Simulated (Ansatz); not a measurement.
# BH6NOSi: two geometries relaxed

Are the two ends of the inversion of the pyramid at N1 separate minima, and which lies lower? Each is relaxed from a guess. SMILES of the start: NBO[SiH3].

All numbers below are computed with Ansatz 0.2.0 (RKS PBE0-D4/6-31G*).

**1. The system as given**

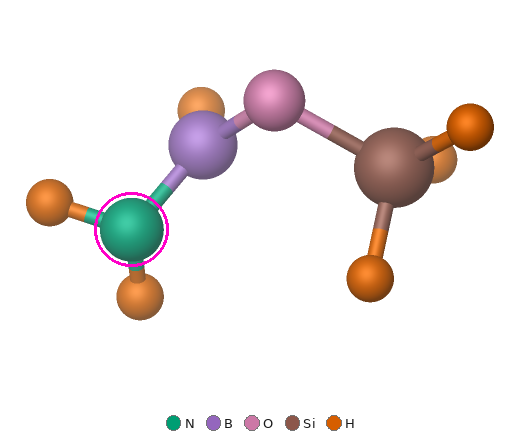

The starting structure, seen from a free direction (nitrogen teal, boron purple, oxygen pink, silicon brown, hydrogen orange). Ringed: N1.

Structure file:

```xyz
10

N    -1.4549    0.9823   -0.4343
B    -0.1203    0.9667    0.1759
O     0.1460   -0.0122    1.2046
Si    0.9078   -1.3665    0.3944
H    -1.3755    0.9145   -1.4953
H    -1.8730    2.0055   -0.2799
H     0.7327    1.7611   -0.1352
H     1.1995   -2.4024    1.3753
H    -0.1464   -1.9026   -0.5111
H     2.0671   -0.9976   -0.2915
```

**2. Relaxing end A**

input.yaml reads:

```yaml
crystal:
  periodic: [false, false, false]
  atoms:
    - { symbol: "N", position_ang: [-1.4549, 0.9823, -0.4343] }
    - { symbol: B, position_ang: [-0.1203, 0.9667, 0.1759] }
    - { symbol: O, position_ang: [0.146, -0.0122, 1.2046] }
    - { symbol: Si, position_ang: [0.9078, -1.3665, 0.3944] }
    - { symbol: H, position_ang: [-1.3755, 0.9145, -1.4953] }
    - { symbol: H, position_ang: [-1.873, 2.0055, -0.2799] }
    - { symbol: H, position_ang: [0.7327, 1.7611, -0.1352] }
    - { symbol: H, position_ang: [1.1995, -2.4024, 1.3753] }
    - { symbol: H, position_ang: [-0.1464, -1.9026, -0.5111] }
    - { symbol: H, position_ang: [2.0671, -0.9976, -0.2915] }
basis:
  gaussian: { orbitals: "6-31G*" }
hamiltonian:
  xc: pbe0
  dispersion: d4
relax:
  f_tol: 0.015
  max_steps: 40
output:
  orbitals: {}
```

Started as:

```sh
> ansatz run input.yaml --threads 1 --pin off --max-ram 2048MiB --backend cpu --events-out ev --progress --plain --runs-dir out
```

Log (excerpt; [...] marks lines left out):

```text
Warning: RAYON_NUM_THREADS=1 ignored (pool sized by the plan → 1); use --threads N
[...]
Functional definition: PBE0
[...]
842 factors; integrals over basis functions are off by at most 4.9e-4 eV
[...]
mean field -12180.98967816 eV, -447.6431141010 hartree, gradient 3.6e-5 eV, S^2 0.000000; 0 other end points of the search recorded, 0 dependent functions left out
[...]
reference -12180.98970324 eV, -447.6431150226 hartree; 20, 20 occupied and 56, 56 virtual orbitals, 842 factors
relax step   1: F+E_penalty+E_count = -12181.13196287 eV  Δ(F+E_penalty+E_count) = +0.000e0 eV  max|allowed force component| = 3.032e0 eV/Å  Δτ_max = 0.0000 Å  (25 SCF iters, accepted)
[...]
relax step   4: F+E_penalty+E_count = -12181.85324161 eV  Δ(F+E_penalty+E_count) = -1.337e-1 eV  max|allowed force component| = 2.433e-1 eV/Å  Δτ_max = 0.2000 Å  (27 SCF iters, accepted)
[...]
relax step   7: F+E_penalty+E_count = -12182.23913222 eV  Δ(F+E_penalty+E_count) = -2.524e-1 eV  max|allowed force component| = 1.716e0 eV/Å  Δτ_max = 0.1994 Å  (27 SCF iters, accepted)
[...]
relax step  10: F+E_penalty+E_count = -12182.88946850 eV  Δ(F+E_penalty+E_count) = -1.747e-1 eV  max|allowed force component| = 9.817e-1 eV/Å  Δτ_max = 0.2000 Å  (27 SCF iters, accepted)
[...]
relax step  13: F+E_penalty+E_count = -12183.02926612 eV  Δ(F+E_penalty+E_count) = -8.909e-3 eV  max|allowed force component| = 1.732e-1 eV/Å  Δτ_max = 0.1359 Å  (27 SCF iters, accepted)
[...]
relax step  14: F+E_penalty+E_count = -12183.03101472 eV  Δ(F+E_penalty+E_count) = -1.749e-3 eV  max|allowed force component| = 1.260e-1 eV/Å  Δτ_max = 0.0434 Å  (27 SCF iters, accepted)
[...]
842 factors; integrals over basis functions are off by at most 6.5e-4 eV
mean field -12182.89781662 eV, -447.7132368961 hartree, gradient 8.3e-6 eV, S^2 0.000000; 0 other end points of the search recorded, 0 dependent functions left out
[...]
reference -12182.89784272 eV, -447.7132378553 hartree; 20, 20 occupied and 56, 56 virtual orbitals, 842 factors
```

**3. The log goes on: end point A relaxed**

The log, continued:

```text
relax step  15: F+E_penalty+E_count = -12183.03185268 eV  Δ(F+E_penalty+E_count) = -8.380e-4 eV  max|allowed force component| = 1.781e-2 eV/Å  Δτ_max = 0.0275 Å  (28 SCF iters, accepted)
these checks for a lower state are left out or cut short: starts, cluster_reference, orbital_swaps, neighbouring_geometries, increment
842 factors; integrals over basis functions are off by at most 6.6e-4 eV
mean field -12182.89799032 eV, -447.7132432795 hartree, gradient 8.6e-6 eV, S^2 0.000000; 0 other end points of the search recorded, 0 dependent functions left out
the calculation of the forces begins
reference -12182.89801645 eV, -447.7132442398 hartree; 20, 20 occupied and 56, 56 virtual orbitals, 842 factors
relax step  16: F+E_penalty+E_count = -12183.03201933 eV  Δ(F+E_penalty+E_count) = -1.667e-4 eV  max|allowed force component| = 4.320e-3 eV/Å  Δτ_max = 0.0205 Å  (28 SCF iters, accepted)
these checks for a lower state are left out or cut short: starts, cluster_reference, orbital_swaps, neighbouring_geometries, increment
842 factors; integrals over basis functions are off by at most 6.7e-4 eV
mean field evaluation 128: about -12182.8975 eV, gradient 1.3e-5 eV
mean field -12182.89750066 eV, -447.7132252848 hartree, gradient 1.3e-5 eV, S^2 0.000000; 0 other end points of the search recorded, 0 dependent functions left out
the calculation of the forces begins
reference -12182.89752698 eV, -447.7132262521 hartree; 20, 20 occupied and 56, 56 virtual orbitals, 842 factors
relax step  17: F+E_penalty+E_count = -12183.03145634 eV  Δ(F+E_penalty+E_count) = +5.630e-4 eV  max|allowed force component| = 1.371e-1 eV/Å  Δτ_max = 0.1187 Å  (26 SCF iters, rejected (line search))
these checks for a lower state are left out or cut short: starts, cluster_reference, orbital_swaps, neighbouring_geometries, increment
842 factors; integrals over basis functions are off by at most 6.6e-4 eV
mean field -12182.89828169 eV, -447.7132539872 hartree, gradient 7.8e-6 eV, S^2 0.000000; 0 other end points of the search recorded, 0 dependent functions left out
the calculation of the forces begins
reference -12182.89830792 eV, -447.7132549511 hartree; 20, 20 occupied and 56, 56 virtual orbitals, 842 factors
relax step  18: F+E_penalty+E_count = -12183.03230189 eV  Δ(F+E_penalty+E_count) = -2.826e-4 eV  max|allowed force component| = 2.544e-2 eV/Å  Δτ_max = 0.0581 Å  (28 SCF iters, accepted)
these checks for a lower state are left out or cut short: starts, cluster_reference, orbital_swaps, neighbouring_geometries, increment
842 factors; integrals over basis functions are off by at most 6.7e-4 eV
mean field -12182.89829088 eV, -447.7132543248 hartree, gradient 7.6e-6 eV, S^2 0.000000; 0 other end points of the search recorded, 0 dependent functions left out
the calculation of the forces begins
reference -12182.89831719 eV, -447.7132552917 hartree; 20, 20 occupied and 56, 56 virtual orbitals, 842 factors
relax step  19: F+E_penalty+E_count = -12183.03227858 eV  Δ(F+E_penalty+E_count) = +2.330e-5 eV  max|allowed force component| = 6.778e-2 eV/Å  Δτ_max = 0.0514 Å  (27 SCF iters, rejected (line search))
these checks for a lower state are left out or cut short: starts, cluster_reference, orbital_swaps, neighbouring_geometries, increment
842 factors; integrals over basis functions are off by at most 6.6e-4 eV
mean field -12182.89843766 eV, -447.7132597188 hartree, gradient 8.6e-6 eV, S^2 0.000000; 0 other end points of the search recorded, 0 dependent functions left out
the calculation of the forces begins
reference -12182.89846393 eV, -447.7132606841 hartree; 20, 20 occupied and 56, 56 virtual orbitals, 842 factors
relax step  20: F+E_penalty+E_count = -12183.03243810 eV  Δ(F+E_penalty+E_count) = -1.362e-4 eV  max|allowed force component| = 2.178e-2 eV/Å  Δτ_max = 0.0252 Å  (28 SCF iters, accepted)
these checks for a lower state are left out or cut short: starts, cluster_reference, orbital_swaps, neighbouring_geometries, increment
842 factors; integrals over basis functions are off by at most 6.7e-4 eV
mean field -12182.89832672 eV, -447.7132556420 hartree, gradient 7.7e-6 eV, S^2 0.000000; 0 other end points of the search recorded, 0 dependent functions left out
the calculation of the forces begins
reference -12182.89835305 eV, -447.7132566095 hartree; 20, 20 occupied and 56, 56 virtual orbitals, 842 factors
relax step  21: F+E_penalty+E_count = -12183.03227944 eV  Δ(F+E_penalty+E_count) = +1.587e-4 eV  max|allowed force component| = 8.679e-2 eV/Å  Δτ_max = 0.0489 Å  (28 SCF iters, rejected (line search))
these checks for a lower state are left out or cut short: starts, cluster_reference, orbital_swaps, neighbouring_geometries, increment
842 factors; integrals over basis functions are off by at most 6.6e-4 eV
mean field evaluation 160: about -12182.8986 eV, gradient 2.2e-5 eV
mean field -12182.89860345 eV, -447.7132658113 hartree, gradient 8.6e-6 eV, S^2 0.000000; 0 other end points of the search recorded, 0 dependent functions left out
the calculation of the forces begins
reference -12182.89862974 eV, -447.7132667778 hartree; 20, 20 occupied and 56, 56 virtual orbitals, 842 factors
relax step  22: F+E_penalty+E_count = -12183.03258376 eV  Δ(F+E_penalty+E_count) = -1.457e-4 eV  max|allowed force component| = 1.733e-2 eV/Å  Δτ_max = 0.0240 Å  (28 SCF iters, accepted)
these checks for a lower state are left out or cut short: starts, cluster_reference, orbital_swaps, neighbouring_geometries, increment
842 factors; integrals over basis functions are off by at most 6.7e-4 eV
mean field -12182.89868285 eV, -447.7132687295 hartree, gradient 8.6e-6 eV, S^2 0.000000; 0 other end points of the search recorded, 0 dependent functions left out
the calculation of the forces begins
reference -12182.89870918 eV, -447.7132696969 hartree; 20, 20 occupied and 56, 56 virtual orbitals, 842 factors
relax step  23: F+E_penalty+E_count = -12183.03264676 eV  Δ(F+E_penalty+E_count) = -6.301e-5 eV  max|allowed force component| = 2.274e-2 eV/Å  Δτ_max = 0.0244 Å  (28 SCF iters, accepted)
these checks for a lower state are left out or cut short: starts, cluster_reference, orbital_swaps, neighbouring_geometries, increment
842 factors; integrals over basis functions are off by at most 6.7e-4 eV
mean field -12182.89873337 eV, -447.7132705862 hartree, gradient 8.6e-6 eV, S^2 0.000000; 0 other end points of the search recorded, 0 dependent functions left out
the calculation of the forces begins
reference -12182.89875972 eV, -447.7132715543 hartree; 20, 20 occupied and 56, 56 virtual orbitals, 842 factors
relax step  24: F+E_penalty+E_count = -12183.03268593 eV  Δ(F+E_penalty+E_count) = -3.916e-5 eV  max|allowed force component| = 2.989e-2 eV/Å  Δτ_max = 0.0264 Å  (28 SCF iters, accepted)
these checks for a lower state are left out or cut short: starts, cluster_reference, orbital_swaps, neighbouring_geometries, increment
842 factors; integrals over basis functions are off by at most 6.7e-4 eV
mean field -12182.89875455 eV, -447.7132713645 hartree, gradient 1.1e-5 eV, S^2 0.000000; 0 other end points of the search recorded, 0 dependent functions left out
the calculation of the forces begins
reference -12182.89878090 eV, -447.7132723328 hartree; 20, 20 occupied and 56, 56 virtual orbitals, 842 factors
relax step  25: F+E_penalty+E_count = -12183.03271043 eV  Δ(F+E_penalty+E_count) = -2.450e-5 eV  max|allowed force component| = 2.523e-2 eV/Å  Δτ_max = 0.0075 Å  (22 SCF iters, accepted)
these checks for a lower state are left out or cut short: starts, cluster_reference, orbital_swaps, neighbouring_geometries, increment
842 factors; integrals over basis functions are off by at most 6.7e-4 eV
mean field -12182.89877917 eV, -447.7132722690 hartree, gradient 2.6e-5 eV, S^2 0.000000; 0 other end points of the search recorded, 0 dependent functions left out
the calculation of the forces begins
reference -12182.89880552 eV, -447.7132732375 hartree; 20, 20 occupied and 56, 56 virtual orbitals, 842 factors
relax step  26: F+E_penalty+E_count = -12183.03275374 eV  Δ(F+E_penalty+E_count) = -4.331e-5 eV  max|allowed force component| = 1.407e-2 eV/Å  Δτ_max = 0.0162 Å  (22 SCF iters, accepted)
842 factors; integrals over basis functions are off by at most 6.7e-4 eV
mean field evaluation 192: about -12176.6157 eV, gradient 5.9e1 eV
mean field -12182.89877917 eV, -447.7132722690 hartree, gradient 2.6e-5 eV, S^2 0.000000; 1 other end points of the search recorded, 0 dependent functions left out
the calculation of the forces begins
reference -12182.89880552 eV, -447.7132732375 hartree; 20, 20 occupied and 56, 56 virtual orbitals, 842 factors
Total energy: -12183.03278009 eV, -447.7181967121 hartree
Atom 0 at    -1.383973     1.616707    -0.345216 Å, force     0.000777     0.008998    -0.002748 eV/Å
Atom 1 at    -0.214326     0.852206    -0.290521 Å, force    -0.001066    -0.014068     0.005808 eV/Å
Atom 2 at    -0.266653    -0.418269     0.233224 Å, force     0.000961     0.007029    -0.004281 eV/Å
Atom 3 at     0.933014    -1.545880     0.413915 Å, force     0.002277    -0.002586    -0.000097 eV/Å
Atom 4 at    -1.405492     2.551919    -0.716613 Å, force    -0.003140    -0.003347     0.002182 eV/Å
Atom 5 at    -2.273519     1.273826    -0.014140 Å, force     0.003692     0.000556    -0.001218 eV/Å
Atom 6 at     0.820116     1.312973    -0.700388 Å, force    -0.001608     0.000107     0.000050 eV/Å
Atom 7 at     1.040995    -1.920086     1.849872 Å, force    -0.000892     0.000583    -0.002208 eV/Å
Atom 8 at     0.589344    -2.761850    -0.372014 Å, force     0.000142     0.001843     0.002297 eV/Å
Atom 9 at     2.243493    -1.012746    -0.055218 Å, force    -0.001141     0.000884     0.000215 eV/Å
Dipole moment:    -0.185715     0.196266    -0.039608 e Å
```

Wall time 1.8 min (1 thread of an x86-64 CPU, shared host); peak memory 0.17 GiB.

The steps of the relaxation:

```tsv
step	energy from step 1 (eV)	largest force component (eV/Å)
1	0.0000	3.0323
2	-0.4660	1.7715
3	-0.5876	1.0002
4	-0.7213	0.2433
5	-0.7955	0.5510
6	-0.8548	1.6963
7	-1.1072	1.7160
8	-1.3589	1.4900
9	-1.5828	1.7928
10	-1.7575	0.9817
11	-1.8438	0.3061
12	-1.8884	0.2458
13	-1.8973	0.1732
14	-1.8991	0.1260
15	-1.8999	0.0178
16	-1.9001	0.0043
17x	-1.8995	0.1371
18	-1.9003	0.0254
19x	-1.9003	0.0678
20	-1.9005	0.0218
21x	-1.9003	0.0868
22	-1.9006	0.0173
23	-1.9007	0.0227
24	-1.9007	0.0299
25	-1.9007	0.0252
26	-1.9008	0.0141
```

Step 1 is the start. 3 steps were tried and not accepted (marked x).

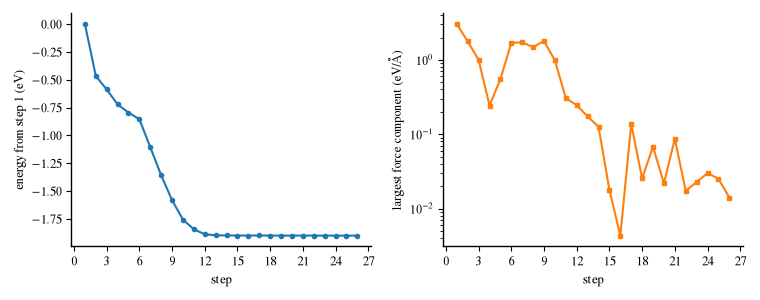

How energy and force went from step to step.

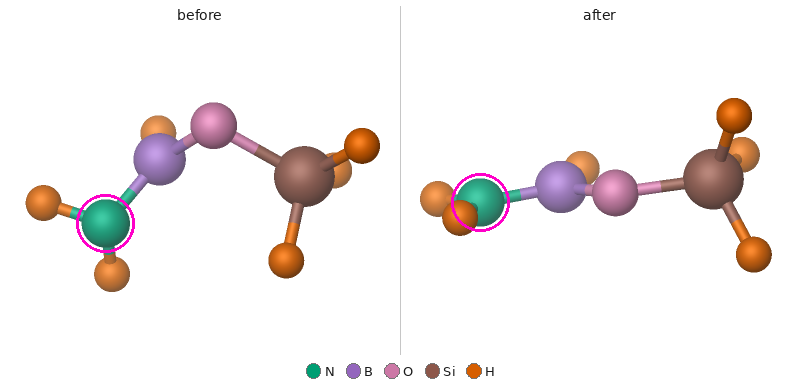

Before and after, at one scale.

After: Bond lengths: N1–B2 1.398 Å, B2–O3 1.375 Å, O3–Si4 1.656 Å, N1–H5 1.006 Å, N1–H6 1.009 Å, B2–H7 1.204 Å, Si4–H8 1.488 Å, Si4–H9 1.488 Å, Si4–H10 1.491 Å. Angles: N1–B2–O3 119.2°, N1–B2–H7 119.7°, O3–B2–H7 121.0°, B2–N1–H5 122.7°, B2–N1–H6 122.6°, H5–N1–H6 114.7°, B2–O3–Si4 130.0°, O3–Si4–H8 109.2°, O3–Si4–H9 109.4°, O3–Si4–H10 111.0°, H8–Si4–H9 108.7°, H8–Si4–H10 109.3°, H9–Si4–H10 109.2°.

**4. Relaxing end B**

The second end starts from a geometry with the move made by hand.

input.yaml, as its differences from that of step 2:

```diff
@@ -7,4 +7,4 @@
     - { symbol: Si, position_ang: [0.9078, -1.3665, 0.3944] }
-    - { symbol: H, position_ang: [-1.3755, 0.9145, -1.4953] }
-    - { symbol: H, position_ang: [-1.873, 2.0055, -0.2799] }
+    - { symbol: H, position_ang: [-1.63937, 0.06203, -0.93997] }
+    - { symbol: H, position_ang: [-2.19602, 0.96195, 0.39991] }
     - { symbol: H, position_ang: [0.7327, 1.7611, -0.1352] }
```

Started as:

```sh
> ansatz run input.yaml --threads 1 --pin off --max-ram 2048MiB --backend cpu --events-out ev --progress --plain --runs-dir out
```

Log (excerpt; [...] marks lines left out):

```text
Warning: RAYON_NUM_THREADS=1 ignored (pool sized by the plan → 1); use --threads N
[...]
[... 1 set-up line as earlier in the session ...]
[...]
842 factors; integrals over basis functions are off by at most 4.9e-4 eV
[...]
mean field -12181.01536812 eV, -447.6440581896 hartree, gradient 4.8e-5 eV, S^2 0.000000; 0 other end points of the search recorded, 0 dependent functions left out
[...]
reference -12181.01539240 eV, -447.6440590818 hartree; 20, 20 occupied and 56, 56 virtual orbitals, 842 factors
relax step   1: F+E_penalty+E_count = -12181.16042298 eV  Δ(F+E_penalty+E_count) = +0.000e0 eV  max|allowed force component| = 2.834e0 eV/Å  Δτ_max = 0.0000 Å  (25 SCF iters, accepted)
[...]
relax step   4: F+E_penalty+E_count = -12182.06788905 eV  Δ(F+E_penalty+E_count) = -1.827e-1 eV  max|allowed force component| = 1.089e0 eV/Å  Δτ_max = 0.1952 Å  (27 SCF iters, accepted)
[...]
relax step   7: F+E_penalty+E_count = -12182.60396247 eV  Δ(F+E_penalty+E_count) = -1.638e-1 eV  max|allowed force component| = 1.333e0 eV/Å  Δτ_max = 0.1947 Å  (27 SCF iters, accepted)
[...]
relax step  10: F+E_penalty+E_count = -12182.90488047 eV  Δ(F+E_penalty+E_count) = -6.546e-2 eV  max|allowed force component| = 3.149e-1 eV/Å  Δτ_max = 0.2000 Å  (26 SCF iters, accepted)
[...]
relax step  13: F+E_penalty+E_count = -12183.02426157 eV  Δ(F+E_penalty+E_count) = -2.401e-2 eV  max|allowed force component| = 1.372e-1 eV/Å  Δτ_max = 0.1851 Å  (27 SCF iters, accepted)
[...]
relax step  14: F+E_penalty+E_count = -12183.00815890 eV  Δ(F+E_penalty+E_count) = +1.610e-2 eV  max|allowed force component| = 3.622e-1 eV/Å  Δτ_max = 0.1557 Å  (27 SCF iters, rejected (line search))
[...]
relax step  15: F+E_penalty+E_count = -12183.03004184 eV  Δ(F+E_penalty+E_count) = -5.780e-3 eV  max|allowed force component| = 4.562e-2 eV/Å  Δτ_max = 0.0778 Å  (26 SCF iters, accepted)
[...]
842 factors; integrals over basis functions are off by at most 6.1e-4 eV
```

**5. More of the same log: end point B relaxed**

The log, continued (excerpt; [...] marks lines left out):

```text
mean field -12182.88865363 eV, -447.7129001623 hartree, gradient 8.8e-6 eV, S^2 0.000000; 0 other end points of the search recorded, 0 dependent functions left out
[...]
reference -12182.88867999 eV, -447.7129011310 hartree; 20, 20 occupied and 56, 56 virtual orbitals, 842 factors
relax step  16: F+E_penalty+E_count = -12183.02257669 eV  Δ(F+E_penalty+E_count) = +7.465e-3 eV  max|allowed force component| = 2.767e-1 eV/Å  Δτ_max = 0.0847 Å  (27 SCF iters, rejected (line search))
[...]
relax step  18: F+E_penalty+E_count = -12183.03202551 eV  Δ(F+E_penalty+E_count) = -4.932e-4 eV  max|allowed force component| = 3.624e-2 eV/Å  Δτ_max = 0.0488 Å  (27 SCF iters, accepted)
[...]
relax step  20: F+E_penalty+E_count = -12183.03223285 eV  Δ(F+E_penalty+E_count) = -1.536e-4 eV  max|allowed force component| = 5.828e-3 eV/Å  Δτ_max = 0.0167 Å  (28 SCF iters, accepted)
[...]
Atom 0 at    -1.655426     1.240649    -0.102682 Å, force    -0.012114    -0.000221     0.000654 eV/Å
Atom 1 at    -0.400651     0.624847    -0.149207 Å, force     0.002005     0.004463     0.011857 eV/Å
Atom 2 at    -0.251091    -0.635176     0.380531 Å, force    -0.005617     0.004312    -0.004570 eV/Å
Atom 3 at     1.088402    -1.605970     0.458208 Å, force     0.009838    -0.005506    -0.000561 eV/Å
Atom 4 at    -1.824290     2.161518    -0.472040 Å, force     0.003351    -0.001327    -0.000188 eV/Å
Atom 5 at    -2.464376     0.796382     0.306074 Å, force     0.011474     0.000760    -0.004992 eV/Å
Atom 6 at     0.530409     1.204339    -0.647300 Å, force    -0.004166    -0.005436    -0.001894 eV/Å
Atom 7 at     1.337151    -1.980580     1.876423 Å, force    -0.001221     0.001691    -0.003360 eV/Å
Atom 8 at     0.847853    -2.846457    -0.328003 Å, force     0.000088     0.002431     0.002022 eV/Å
Atom 9 at     2.288130    -0.906772    -0.083963 Å, force    -0.003637    -0.001168     0.001030 eV/Å
Dipole moment:    -0.211413     0.171418    -0.023484 e Å
```

Wall time 93 s (1 thread of an x86-64 CPU, shared host); peak memory 0.25 GiB.

Relaxation path:

```tsv
step	energy from step 1 (eV)	largest force component (eV/Å)
1	0.0000	2.8337
2	-0.4750	1.5454
3	-0.7248	1.0710
4	-0.9075	1.0891
5	-1.0989	1.1041
6	-1.2797	1.0609
7	-1.4435	1.3325
8	-1.5790	0.9406
9	-1.6790	0.6498
10	-1.7445	0.3149
11	-1.7842	1.1443
12	-1.8398	0.2364
13	-1.8638	0.1372
14x	-1.8477	0.3622
15	-1.8696	0.0456
16x	-1.8622	0.2767
17	-1.8711	0.0129
18	-1.8716	0.0362
19	-1.8717	0.0207
20	-1.8718	0.0058
21	-1.8720	0.0326
22	-1.8721	0.0397
23	-1.8722	0.0233
24	-1.8722	0.0066
25	-1.8723	0.0121
```

Step 1 is the start. 2 steps were tried and not accepted (marked x).

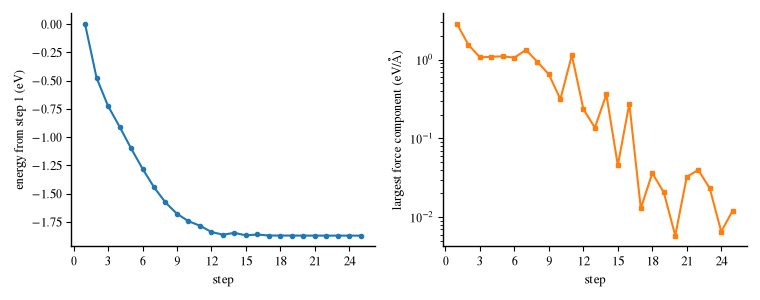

Energy and largest force along the relaxation.

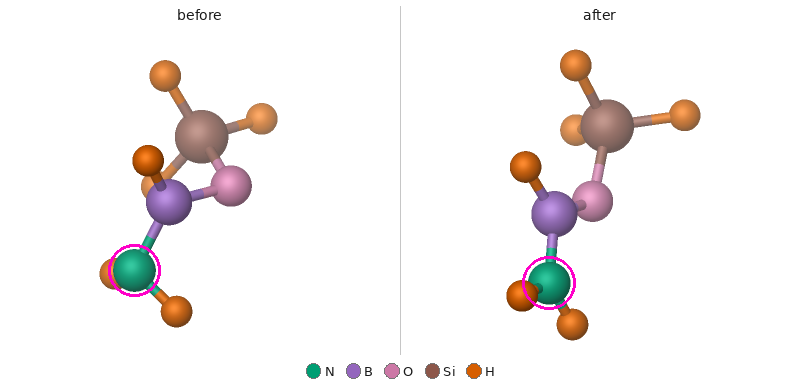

The structure before (left) and after (right), drawn at the same scale.

After: Bond lengths: N1–B2 1.399 Å, B2–O3 1.375 Å, O3–Si4 1.656 Å, N1–H5 1.006 Å, N1–H6 1.009 Å, B2–H7 1.204 Å, Si4–H8 1.488 Å, Si4–H9 1.488 Å, Si4–H10 1.491 Å. Angles: N1–B2–O3 119.2°, N1–B2–H7 119.7°, O3–B2–H7 121.1°, B2–N1–H5 122.8°, B2–N1–H6 122.6°, H5–N1–H6 114.6°, B2–O3–Si4 130.0°, O3–Si4–H8 109.1°, O3–Si4–H9 109.5°, O3–Si4–H10 111.0°, H8–Si4–H9 108.7°, H8–Si4–H10 109.3°, H9–Si4–H10 109.2°.

**6. Results**

```
                           quantity                     value
                              end A  22 moves, 1.901 eV lower
                              end B  22 moves, 1.872 eV lower
largest difference between the ends                    0.03 Å
            end B relative to end A                 +0.000 eV
```

What this shows: The two relaxations end at one structure, within 0.03 Å: no second minimum was found from this start, which doesn't rule one out.
